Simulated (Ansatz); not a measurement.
# Al2Cl: what a guessed cell relaxes into

Where does this trial cell of Al2Cl go when cell and atoms are let free?

Method: DFT PBE, scalar-relativistic, plane waves, PAW, in Ansatz 0.2.0.

## (1) Starting point

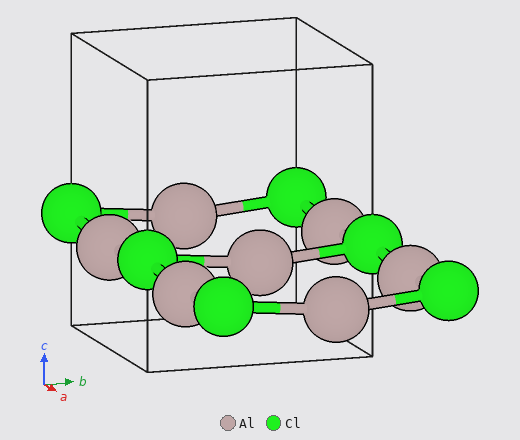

Start, viewed slightly off an axis; aluminium light grey, chlorine green. 2×1×1 cells are drawn. Atoms on the faces are drawn again on the opposite ones.

As a file:

```
CELL_PARAMETERS angstrom
3.78917 0.00000 0.00000
0.00000 3.78917 0.00000
0.00000 0.00000 4.76684
ATOMIC_POSITIONS crystal
Al 0.50000 0.00000 0.34803
Al 0.00000 0.50000 0.34803
Cl 0.00000 0.00000 0.38485
```

Recipe of the guess: random cell by space group and Wyckoff sites (P4mm, No. 99). Its size is a rough estimate.

## (2) The guess as it stands, on a coarse mesh

The input, input.yaml:

```yaml
crystal:
  lattice:
    - [3.78917417, 0.0, 0.0]
    - [0.0, 3.78917417, 0.0]
    - [0.0, 0.0, 4.76684087]
  atoms:
    - { symbol: Al, position: [0.5, 0.0, 0.34803062] }
    - { symbol: Al, position: [0.0, 0.5, 0.34803062] }
    - { symbol: Cl, position: [0.0, 0.0, 0.38484758] }
basis:
  ecutwfc: 420
kpoints:
  mp_grid: { grid: [4, 4, 4] }
hamiltonian:
  xc: pbe
scf:
  occupations: { method: gaussian, width: 0.1 }
  lower_state_search: "off"
output:
  forces: true
  stress: true
  eigenvalues: true
```

Command:

```
$ ansatz run input.yaml --threads 1 --pin off --max-ram 2048MiB --backend cpu --events-out ev --progress --plain --runs-dir out
```

Output (excerpt; [...] marks lines left out):

```text
[...]
SCF converged after 8 iterations
Free energy (F): -2143.925660 eV
[...]
E sigma→0 (E₀):  -2143.911605 eV
Entropy (-TS):   -0.028110 eV (-9.370 meV/atom)
Fermi energy:    5.313968 eV
[...]
--- Forces (eV/Å), atoms counted from 1 ---
  atom   1  Al    -0.00000000     0.00000000    -1.64503860
  atom   2  Al     0.00000000     0.00000000    -1.64503860
  atom   3  Cl    -0.00000000     0.00000000     3.29002299
[...]
--- Stress (GPa, compression-positive) ---
       76.228422       0.000000      -0.000000
        0.000000      76.228422       0.000000
       -0.000000       0.000000      -2.810244
  P = ⅓ Tr σ = 49.8822 GPa (498.822 kbar)
--- Band table (eV; the first three rows and the last of 18) ---
  k-point 0: bands = ["-17.0405", "-5.7320", "-5.7320", "-3.7771", "0.5208", "4.5208", "6.1321", "7.8365", "7.9869", "9.1369", "9.1369"]
[...]
```

Wall time 1.4 s (1 thread of Arm Neoverse V2, shared host); peak memory 0.28 GiB.

From the probe: pressure 49.9 GPa, largest force 3.29 eV/Å, gap on this mesh none (metal). A guess like this is first relaxed loosely on the coarse mesh.

## (3) Coarse relaxation

Changes to input.yaml since step 2:

```diff
@@ -22 +22,6 @@
   eigenvalues: true
+relax:
+  adjacent_minimum: "off"
+  f_tol: 0.04
+  max_steps: 70
+  cell: { stress_tol: 0.4 }
```

Command:

```
$ ansatz run input.yaml --threads 1 --pin off --max-ram 2048MiB --backend cpu --events-out ev --progress --plain --runs-dir out
```

Output:

```text
Warning: RAYON_NUM_THREADS=1 ignored (pool sized by the plan → 1); use --threads N
Engine: ansatz 0.2.0, aarch64-unknown-linux-gnu
Pseudopotentials: kind: paw
Pseudopotential: Al, paw, valence charge 3, recommended cutoff 420 eV (normal), Al.paw.azcp
Pseudopotential: Cl, paw, valence charge 7, recommended cutoff 420 eV (normal), Cl.paw.azcp
Functional definition: PBE
  parameter kappa = 0.804
  parameter beta = 0.06672455060314922
  exchange = pbe_x(kappa = kappa, mu = beta*pi^2/3)
  correlation = pbe_c(beta = beta)
Crystal: 3 atoms, lattice volume = 68.442 Å³
Basis set: ecut = 420 eV, 1335 PW (Γ), exchange–correlation on 54×54×64 points (8 copies of the dense FFT grid, shifted against one another)
Bands: 11, of which v1, the nominal top of the filled ones, is band 7 counted from 1 (6 counted from 0)
Symmetry: 8 space group operations
Space group: P4mm (ITA 99), of the structure as read, at distance tolerance 4.1e-5 Å
k-points: 18 of 64 (time reversal used)
Non-local potential: Al, projectors of the file, l = 0: 2, l = 1: 2, l = 2: 1
Non-local potential: Cl, projectors of the file, l = 0: 2, l = 1: 2, l = 2: 2
PAW form: soft (Blöchl's): semilocal exchange-correlation on the pseudo side does not see the compensation charge
PAW one-centre angular grid: Al, 110 points (default); XC on 64 Gauss nodes
PAW one-centre angular grid: Cl, 110 points (default); XC on 64 Gauss nodes
Initial density: superposition of atomic densities (neutral atoms: chi_scale 0, normalization atom), corrected by the library's trained network
Initial wavefunctions: pseudopotential atomic-orbital guess
Functional: x = pbe(κ = 0.804, μ = 0.2195149727645171), c = pbe(β = 0.06672455060314922)
SCF iter   1: F=—  HF=-2143.930042 eV  |F-HF|=—  |Δ(HF+E_count)|=         —  Δρ=5.48e-3  dr2=4.17e-2  ethr=1.77e-3  ⟨swp⟩=6.3  Hψ=1601  notcnv=0
preconditioner: auto → LDOS  [metal: Δε(μ)=0.024 eV  Ē_g=9.158 eV  σ=0.100 eV  W_gap=0.13  n_scr=6 (ndim 8)  ℏωp=14.9 eV  f_vac=0.011  D(μ)=5.57/eV (n_scr^D=64)  β→1.0]
SCF iter   2: F=—  HF=-2143.926939 eV  |F-HF|=—  |Δ(HF+E_count)|=   3.10e-3  Δρ=3.21e-3  dr2=1.50e-2  ethr=3.20e-4  ⟨swp⟩=2.1  Hψ=429  notcnv=0  defer=1
preconditioner: auto → none  [metal: Δε(μ)=0.015 eV  Ē_g=9.210 eV  σ=0.100 eV  W_gap=0.08  n_scr=6 (ndim 8)  ℏωp=14.9 eV  f_vac=0.005  D(μ)=5.73/eV (n_scr^D=64)  β→0.5]
SCF iter   3: F=—  HF=-2143.928215 eV  |F-HF|=—  |Δ(HF+E_count)|=   1.28e-3  Δρ=2.63e-3  dr2=9.80e-3  ethr=1.16e-4  ⟨swp⟩=2.0  Hψ=382  notcnv=0  defer=1
SCF iter   4: F=—  HF=-2143.925242 eV  |F-HF|=—  |Δ(HF+E_count)|=   2.97e-3  Δρ=5.36e-4  dr2=2.17e-4  ethr=7.54e-5  ⟨swp⟩=2.1  Hψ=297  notcnv=0  defer=2
SCF iter   5: F=—  HF=-2143.925403 eV  |F-HF|=—  |Δ(HF+E_count)|=   1.62e-4  Δρ=2.41e-4  dr2=1.09e-4  ethr=1.67e-6  ⟨swp⟩=2.2  Hψ=307  notcnv=0  defer=2
SCF iter   6: F=—  HF=-2143.925388 eV  |F-HF|=—  |Δ(HF+E_count)|=   1.55e-5  Δρ=2.98e-5  dr2=4.65e-7  ethr=8.35e-7  ⟨swp⟩=2.2  Hψ=239  notcnv=0  defer=2
SCF iter   7: F=—  HF=-2143.925660 eV  |F-HF|=—  |Δ(HF+E_count)|=   2.72e-4  Δρ=1.83e-5  dr2=1.95e-7  ethr=7.69e-10  ⟨swp⟩=8.8  Hψ=1293  notcnv=0
SCF iter   8: F=-2143.925660 eV  HF=-2143.925660 eV  |F-HF|=2.53e-9  |Δ(HF+E_count)|=   2.30e-8  Δρ=6.71e-6  dr2=2.35e-8  ethr=7.69e-10  ⟨swp⟩=4.1  Hψ=634  notcnv=0
SCF 1 converged in 8 iterations: F = -2143.925660 eV  dr2 = 2.35e-8
relax step   1: F+E_penalty+E_count = -2143.92566005 eV  Δ(F+E_penalty+E_count) = +0.000e0 eV  max|allowed force component| = 3.290e0 eV/Å  Δτ_max = 0.0000 Å  P = +49.882 GPa  Ω = 68.442 Å³  (8 SCF iters, dr2 threshold 1.00e-7 eV, accepted)
Crystal: 3 atoms, lattice volume = 75.062 Å³
Basis set: ecut = 420 eV, 1487 PW (Γ), exchange–correlation on 54×54×64 points (8 copies of the dense FFT grid, shifted against one another)
Initial density: handed on by an earlier stage of this run
Initial wavefunctions: those handed on with the density
iter 1 solved again at ethr=8.85e-4 eV; its pass at ethr=3.10e-3 eV (dr2=1.15e-1 eV) is discarded
SCF iter   1: F=—  HF=-2146.996714 eV  |F-HF|=—  |Δ(HF+E_count)|=         —  Δρ=1.02e-2  dr2=1.16e-1  ethr=8.85e-4  ⟨swp⟩=1.0  Hψ=1697  notcnv=0
preconditioner: auto → none  [metal: Δε(μ)=0.092 eV  Ē_g=8.705 eV  σ=0.100 eV  W_gap=0.47  n_scr=6 (ndim 8)  ℏωp=14.2 eV  f_vac=0.006  D(μ)=3.71/eV (n_scr^D=28)]
SCF iter   2: F=—  HF=-2146.959884 eV  |F-HF|=—  |Δ(HF+E_count)|=   3.68e-2  Δρ=4.44e-3  dr2=2.31e-2  ethr=8.85e-4  ⟨swp⟩=2.7  Hψ=375  notcnv=0
SCF iter   3: F=—  HF=-2146.953314 eV  |F-HF|=—  |Δ(HF+E_count)|=   6.57e-3  Δρ=2.07e-3  dr2=4.93e-3  ethr=1.78e-4  ⟨swp⟩=2.4  Hψ=273  notcnv=0
SCF iter   4: F=—  HF=-2146.951412 eV  |F-HF|=—  |Δ(HF+E_count)|=   1.90e-3  Δρ=4.00e-4  dr2=2.17e-4  ethr=3.80e-5  ⟨swp⟩=2.4  Hψ=313  notcnv=0
SCF iter   5: F=—  HF=-2146.951416 eV  |F-HF|=—  |Δ(HF+E_count)|=   3.90e-6  Δρ=1.30e-4  dr2=7.44e-6  ethr=1.67e-6  ⟨swp⟩=2.6  Hψ=300  notcnv=0
SCF iter   6: F=—  HF=-2146.951414 eV  |F-HF|=—  |Δ(HF+E_count)|=   1.81e-6  Δρ=3.90e-5  dr2=8.28e-7  ethr=5.72e-8  ⟨swp⟩=2.4  Hψ=318  notcnv=0
SCF iter   7: F=-2146.951414 eV  HF=-2146.951414 eV  |F-HF|=4.08e-9  |Δ(HF+E_count)|=   9.10e-8  Δρ=5.42e-6  dr2=1.16e-8  ethr=2.31e-9  ⟨swp⟩=6.5  Hψ=1022  notcnv=0
SCF 2 converged in 7 iterations: F = -2146.951414 eV  dr2 = 1.16e-8
relax step   2: F+E_penalty+E_count = -2146.95141400 eV  Δ(F+E_penalty+E_count) = -3.026e0 eV  max|allowed force component| = 3.310e0 eV/Å  Δτ_max = 0.0559 Å  P = +34.269 GPa  Ω = 75.062 Å³  energy of the carried Pulay correction = -1.289e-3 eV  (7 SCF iters, dr2 threshold 3.00e-7 eV, accepted)
Crystal: 3 atoms, lattice volume = 81.814 Å³
Basis set: ecut = 420 eV, 1607 PW (Γ), exchange–correlation on 54×54×64 points (8 copies of the dense FFT grid, shifted against one another)
iter 1 solved again at ethr=1.81e-3 eV; its pass at ethr=3.10e-3 eV (dr2=2.36e-1 eV) is discarded
SCF iter   1: F=—  HF=-2149.674672 eV  |F-HF|=—  |Δ(HF+E_count)|=         —  Δρ=1.04e-2  dr2=2.36e-1  ethr=1.81e-3  ⟨swp⟩=1.0  Hψ=1743  notcnv=0
preconditioner: auto → none  [metal: Δε(μ)=0.074 eV  Ē_g=8.277 eV  σ=0.100 eV  W_gap=0.37  n_scr=6 (ndim 8)  ℏωp=13.6 eV  f_vac=0.003  D(μ)=1.68/eV (n_scr^D=6)]
SCF iter   2: F=—  HF=-2149.621996 eV  |F-HF|=—  |Δ(HF+E_count)|=   5.27e-2  Δρ=4.80e-3  dr2=4.78e-2  ethr=1.81e-3  ⟨swp⟩=2.3  Hψ=330  notcnv=0
SCF iter   3: F=—  HF=-2149.610674 eV  |F-HF|=—  |Δ(HF+E_count)|=   1.13e-2  Δρ=1.99e-3  dr2=4.30e-3  ethr=3.68e-4  ⟨swp⟩=2.2  Hψ=284  notcnv=0
SCF iter   4: F=—  HF=-2149.609445 eV  |F-HF|=—  |Δ(HF+E_count)|=   1.23e-3  Δρ=6.09e-4  dr2=3.45e-4  ethr=3.30e-5  ⟨swp⟩=2.2  Hψ=326  notcnv=0
SCF iter   5: F=—  HF=-2149.609339 eV  |F-HF|=—  |Δ(HF+E_count)|=   1.06e-4  Δρ=1.11e-4  dr2=7.16e-6  ethr=2.65e-6  ⟨swp⟩=2.4  Hψ=308  notcnv=0
SCF iter   6: F=—  HF=-2149.609288 eV  |F-HF|=—  |Δ(HF+E_count)|=   5.05e-5  Δρ=3.88e-5  dr2=7.58e-7  ethr=5.51e-8  ⟨swp⟩=2.0  Hψ=305  notcnv=0
SCF iter   7: F=-2149.609289 eV  HF=-2149.609289 eV  |F-HF|=7.17e-9  |Δ(HF+E_count)|=   2.65e-7  Δρ=7.35e-6  dr2=3.23e-8  ethr=2.31e-9  ⟨swp⟩=6.5  Hψ=1010  notcnv=0
SCF 3 converged in 7 iterations: F = -2149.609289 eV  dr2 = 3.23e-8
relax step   3: F+E_penalty+E_count = -2149.60928860 eV  Δ(F+E_penalty+E_count) = -2.658e0 eV  max|allowed force component| = 3.989e0 eV/Å  Δτ_max = 0.1444 Å  P = +20.638 GPa  Ω = 81.814 Å³  energy of the carried Pulay correction = -2.487e-3 eV  (7 SCF iters, dr2 threshold 3.00e-7 eV, accepted)
[... from here on, the SCF cycles and remarks between the steps are left out ...]
relax step   4: F+E_penalty+E_count = -2151.49959747 eV  Δ(F+E_penalty+E_count) = -1.890e0 eV  max|allowed force component| = 3.815e0 eV/Å  Δτ_max = 0.1958 Å  P = +11.810 GPa  Ω = 86.815 Å³  energy of the carried Pulay correction = -3.308e-3 eV  (7 SCF iters, dr2 threshold 3.00e-7 eV, accepted)
relax step   5: F+E_penalty+E_count = -2152.71396940 eV  Δ(F+E_penalty+E_count) = -1.214e0 eV  max|allowed force component| = 2.767e0 eV/Å  Δτ_max = 0.1952 Å  P = +5.530 GPa  Ω = 90.733 Å³  energy of the carried Pulay correction = -3.916e-3 eV  (6 SCF iters, dr2 threshold 3.00e-7 eV, accepted)
relax step   6: F+E_penalty+E_count = -2153.42223201 eV  Δ(F+E_penalty+E_count) = -7.083e-1 eV  max|allowed force component| = 1.733e0 eV/Å  Δτ_max = 0.2000 Å  P = +1.610 GPa  Ω = 91.893 Å³  energy of the carried Pulay correction = -4.091e-3 eV  (7 SCF iters, dr2 threshold 3.00e-7 eV, accepted)
relax step   7: F+E_penalty+E_count = -2153.89802937 eV  Δ(F+E_penalty+E_count) = -4.758e-1 eV  max|allowed force component| = 9.888e-1 eV/Å  Δτ_max = 0.2000 Å  P = -1.323 GPa  Ω = 89.846 Å³  energy of the carried Pulay correction = -3.781e-3 eV  (7 SCF iters, dr2 threshold 3.00e-7 eV, accepted)
relax step   8: F+E_penalty+E_count = -2154.33306285 eV  Δ(F+E_penalty+E_count) = -4.350e-1 eV  max|allowed force component| = 3.547e-1 eV/Å  Δτ_max = 0.2000 Å  P = -2.699 GPa  Ω = 83.054 Å³  energy of the carried Pulay correction = -2.696e-3 eV  (7 SCF iters, dr2 threshold 3.00e-7 eV, accepted)
relax step   9: F+E_penalty+E_count = -2154.54902102 eV  Δ(F+E_penalty+E_count) = -2.160e-1 eV  max|allowed force component| = 3.489e-3 eV/Å  Δτ_max = 0.1545 Å  P = -1.609 GPa  Ω = 76.270 Å³  energy of the carried Pulay correction = -1.511e-3 eV  (6 SCF iters, dr2 threshold 3.00e-7 eV, accepted)
relax step  10: F+E_penalty+E_count = -2154.56781754 eV  Δ(F+E_penalty+E_count) = -1.880e-2 eV  max|allowed force component| = 2.208e-2 eV/Å  Δτ_max = 0.0793 Å  P = +0.360 GPa  Ω = 71.525 Å³  energy of the carried Pulay correction = -6.155e-4 eV  (6 SCF iters, dr2 threshold 3.00e-7 eV, accepted)
relax step  11: F+E_penalty+E_count = -2154.57782738 eV  Δ(F+E_penalty+E_count) = -1.001e-2 eV  max|allowed force component| = 8.419e-3 eV/Å  Δτ_max = 0.0654 Å  P = +0.026 GPa  Ω = 72.765 Å³  energy of the carried Pulay correction = -8.554e-4 eV  (6 SCF iters, dr2 threshold 3.00e-7 eV, accepted)
Basis set: ecut = 420 eV, 1433 PW (Γ), exchange–correlation on 54×54×72 points (8 copies of the dense FFT grid, shifted against one another)
Initial wavefunctions: pseudopotential atomic-orbital guess (no wavefunctions were taken with the density)
iter 1 solved again at ethr=3.72e-7 eV; its pass at ethr=3.10e-3 eV (dr2=4.84e-5 eV) is discarded
SCF iter   1: F=—  HF=-2154.578565 eV  |F-HF|=—  |Δ(HF+E_count)|=         —  Δρ=3.26e-5  dr2=8.87e-8  ethr=3.72e-7  ⟨swp⟩=2.6  Hψ=1892  notcnv=0
preconditioner: auto → LDOS  [insulator: Δε(μ)=0.141 eV  Ē_g=7.084 eV  σ=0.100 eV  W_gap=0.65  n_scr=6 (ndim 8)  ℏωp=14.4 eV  f_vac=0.010  D(μ)=1.27/eV (n_scr^D=6)  ε∞_Penn≈5.2  β→1.0]
SCF iter   2: F=—  HF=-2154.578576 eV  |F-HF|=—  |Δ(HF+E_count)|=   1.10e-5  Δρ=3.15e-6  dr2=7.86e-9  ethr=6.82e-10  ⟨swp⟩=2.0  Hψ=317  notcnv=0
SCF iter   3: F=—  HF=-2154.578576 eV  |F-HF|=—  |Δ(HF+E_count)|=   6.33e-9  Δρ=1.50e-6  dr2=2.54e-9  ethr=1.48e-11  ⟨swp⟩=6.3  Hψ=970  notcnv=0
SCF iter   4: F=-2154.578576 eV  HF=-2154.578576 eV  |F-HF|=3.82e-10  |Δ(HF+E_count)|=  1.86e-10  Δρ=6.67e-7  dr2=6.64e-10  ethr=1.48e-11  ⟨swp⟩=4.1  Hψ=616  notcnv=0
SCF 12 converged in 4 iterations: F = -2154.578576 eV  dr2 = 6.64e-10
relax step  12: F+E_penalty+E_count = -2154.57857642 eV  Δ(F+E_penalty+E_count) = -7.490e-4 eV  max|allowed force component| = 8.405e-3 eV/Å  Δτ_max = 0.0000 Å  P = +0.034 GPa  Ω = 72.765 Å³  stress off target by 1.32e-1 GPa  SCF on the basis re-selected at this cell (its energy is not comparable with the rows above)  (4 SCF iters)
basis re-selected at this cell: Δ(F+E_penalty+E_count) = -7.490e-4 eV, ΔP = +0.007 GPa vs the last step (what re-selecting the basis moved, of the pressure what is left beyond the Pulay correction that the steps carried, after the strain that the cell walked since its last selection, with what the two solves' SCF thresholds leave and, on support functions, any second-order correction that the steps lacked; it is no measure of the basis error at this ecutwfc). The dense FFT grid was sized anew with the basis: this SCF ran on 27×27×36 points, the steps before it on 27×27×32, so part of this shift can come from that change (see relax.cell in the input reference). This SCF's stress stands 1.32e-1 GPa from its target on what of the cell is left free (relax.cell.stress_tol is 4.00e-1 GPa) and its largest allowed force component is 8.41e-3 eV/Å (relax.f_tol is 4.00e-2 eV/Å): within both
SCF converged after 4 iterations
Free energy (F): -2154.578576 eV
Harris-Foulkes:  -2154.578576 eV  (|F-HF|=3.82e-10)
Internal energy: -2154.572217 eV  (E = F + TS)
E sigma→0 (E₀):  -2154.575396 eV
Entropy (-TS):   -0.006360 eV (-2.120 meV/atom)
Fermi energy:    4.407134 eV
--- Per-component energies (eV) ---
  E_band       = -17.939298
  E_kinetic    = 199.908353
  E_local      = -292.941280  (includes V_loc(G=0)·N_el)
  E_nonlocal   = 51.038352
  E_hartree    = 101.667917
  E_xc         = -183.332903
  E_vxc        = -175.469519  (∫ρ·V_xc dr)
  E_paw        = -1593.515747  (= ΣΔE_a)
  E_vpaw       = -3.811131  (= ΣTr[D̂ρ^β])
  E_aug_tail   = 0.000087  (compensation charges beyond the density's cutoff)
  E_ewald      = -437.396996
  E_smearing   = -0.006360  (= −TS)
  E_closure    = -0.000000  (closes the sum)
  Σ components = -2154.578576   (vs F -2154.578576, Δ=0.00e0)
--- Forces (eV/Å), atoms counted from 1 ---
  atom   1  Al     0.00000000     0.00000000     0.00421502
  atom   2  Al    -0.00000000     0.00000000     0.00421502
  atom   3  Cl     0.00000000     0.00000000    -0.00839317
  max |Σ_I F_I| component: 3.69e-5 eV/Å
--- Stress (GPa, compression-positive) ---
       -0.015648       0.000000       0.000000
        0.000000      -0.015648       0.000000
        0.000000       0.000000       0.131845
  P = ⅓ Tr σ = 0.0335 GPa (0.335 kbar)
--- Band table (eV; the first three rows and the last of 18) ---
  k-point 0: bands = ["-11.5035", "-3.1484", "-0.7976", "0.8362", "0.8362", "5.6829", "5.6829", "6.3733", "6.3828", "7.3203", "9.6803"]
  k-point 1: bands = ["-11.4720", "-3.7694", "0.3221", "0.9089", "0.9089", "5.2224", "5.3287", "5.3287", "6.6467", "7.5642", "9.8538"]
  k-point 2: bands = ["-11.4398", "-4.1884", "0.9876", "0.9876", "1.6179", "3.8422", "5.0098", "5.0098", "7.0496", "8.3376", "8.9081"]
  k-point 17: bands = ["-11.1429", "-1.1755", "-0.3432", "-0.3432", "1.1946", "1.1946", "1.6670", "4.4540", "7.2478", "8.9023", "8.9023"]
--- Relaxed structure (11 steps of the walk, 11 accepted, 1 SCFs on fresh bases) ---
  F+E_penalty+E_count = -2154.57857642 eV   max|allowed force component| = 8.405e-3 eV/Å   (the final SCF, on the basis selected at the relaxed cell)
  cell:  # Å, volume = 72.7648 Å³
    - [3.8233144758349096, 0.0, -3.969554834689771e-33]
    - [0.0, 3.8233144758349096, 0.0]
    - [-4.993762591204747e-33, 0.0, 4.977844077805763]
  atoms:
    - { symbol: Al, position: [0.5, 0.0, 0.20541966200880407] }
    - { symbol: Al, position: [-1.152082488538059e-33, 0.5, 0.20541966200880407] }
    - { symbol: Cl, position: [-1.7111813432697644e-33, 0.0, 0.6700694959823921] }
```

Run time: 17 s. Hardware: 1 thread of Arm Neoverse V2, shared host; peak memory 0.31 GiB.

Step by step:

```csv
step,E - E(step 1) (eV/cell),largest force component (eV/Å),pressure (GPa),volume (Å³)
1,0.0000,3.2900,49.88,68.44
2,-3.0258,3.3096,34.27,75.06
3,-5.6836,3.9893,20.64,81.81
4,-7.5739,3.8154,11.81,86.81
5,-8.7883,2.7667,5.53,90.73
6,-9.4966,1.7330,1.61,91.89
7,-9.9724,0.9888,-1.32,89.85
8,-10.4074,0.3547,-2.70,83.05
9,-10.6234,0.0035,-1.61,76.27
10,-10.6422,0.0221,0.36,71.53
11,-10.6522,0.0084,0.03,72.76
12,-10.6529,0.0084,0.03,72.76
```

Step 1 is the start. Step 12 repeats the geometry before it on a plane-wave basis chosen anew for that cell, so its energy need not be comparable with the rows above.

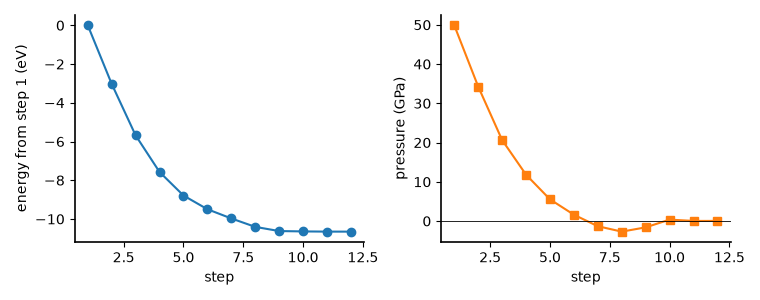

Energy and pressure along the relaxation.

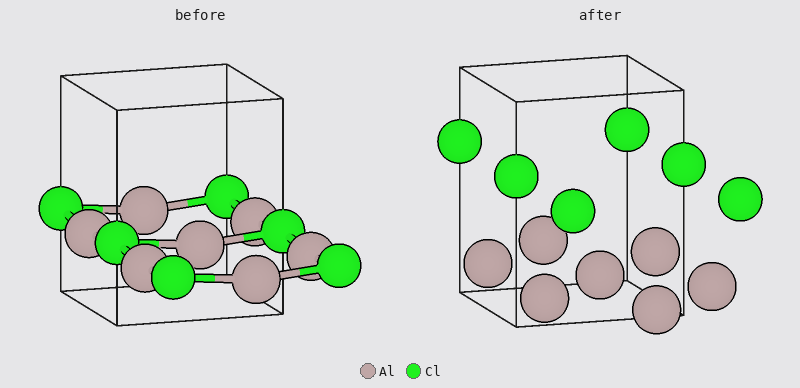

The structure before (left) and after (right) the relaxation, drawn at the same scale.

|  | before | after | change |
| --- | --- | --- | --- |
| a (Å) | 3.789 | 3.823 | +0.9 % |
| b (Å) | 3.789 | 3.823 | +0.9 % |
| c (Å) | 4.767 | 4.978 | +4.4 % |
| volume (Å³/atom) | 22.81 | 24.25 | +6.3 % |
| shortest distance (Å) | 1.903 | 2.703 | +42.1 % |
| space group (0.01 Å) | P4mm | P4mm | same |

The run keeps the 8 symmetry operations of the start, so it could not have lowered the symmetry.

(Part 1 of 2 ends here.)
